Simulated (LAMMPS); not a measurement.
Molecular dynamics of bulk CdTe (zinc blende) with 75 % of Te sites Se, 4680 atoms, in a Müller-Plathe heat-flux run near 300 K, 201 Å from hot to cold slab.

All values are model results, not measurements: classical MD, pair style sw, file CdTeZnSeHgS0.sw; code LAMMPS.

Heat flux 3.4e+09 W/m².

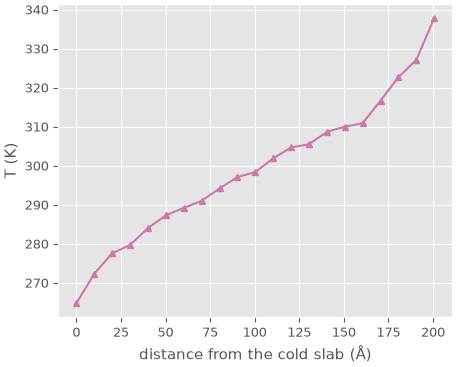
Fig. 1. T (K) against distance from the cold slab (Å)

Read from the full data:
- lattice thermal conductivity at this length: 1.5 ± 0.1 W/(m K)

Caution: lattice part alone, classical nuclei, a finite length: a lower bound where phonon paths are long. Caution: the random arrangement on this lattice is imposed, and need not be a phase that exists in equilibrium.
